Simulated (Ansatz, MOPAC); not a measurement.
Dissociation curve of SeLi (cation, charge +1), lowest singlet found (which spin is the ground state isn't settled by this scan).

- RKS-PBE = restricted PBE/aug-cc-pVDZ run with Ansatz (an electronic-structure program)
- RMP2 = Ansatz with MP2 on RHF/aug-cc-pVDZ, cores with 3d frozen
- PM7, restricted, heats of formation (MOPAC)

Energies are in kJ/mol, each relative to the lowest point of its own curve between 2.26 and 3.36 Å, where full CI is lowest.

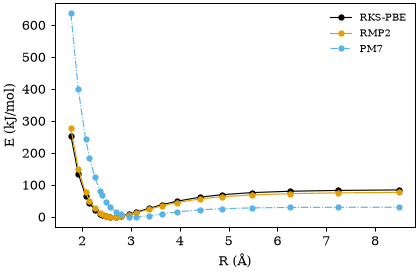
Energy against bond length for each method.

```csv
R / Å,RKS-PBE,RMP2,PM7
1.77,253.6,276.6,636.3
1.92,135.4,150.7,400.7
2.07,66.7,76.5,245.0
2.15,43.4,51.0,185.6
2.26,21.8,27.0,123.7
2.37,9.0,12.2,79.7
2.41,6.0,8.6,67.2
2.49,1.9,3.6,46.7
2.58,0.0,0.6,29.7
2.69,0.3,0.0,15.6
2.79,2.4,1.4,7.5
2.97,8.7,6.9,0.8
3.11,14.8,12.5,0.0
3.36,26.2,23.3,3.3
3.63,37.7,34.2,9.2
3.94,48.8,44.6,15.4
4.42,61.6,56.2,21.9
4.86,69.3,62.9,25.3
5.49,75.9,68.7,28.0
6.25,80.0,72.4,29.5
7.24,82.6,75.0,29.9
8.49,84.2,76.5,29.9
```

At the longest distance, 8.49 Å, RKS-PBE lies highest above its minimum (84.2 kJ/mol) and PM7 lowest (29.9 kJ/mol).

The restricted form behind RKS-PBE, RMP2, PM7 keeps the bonding electrons paired and can't separate into open-shell fragments.
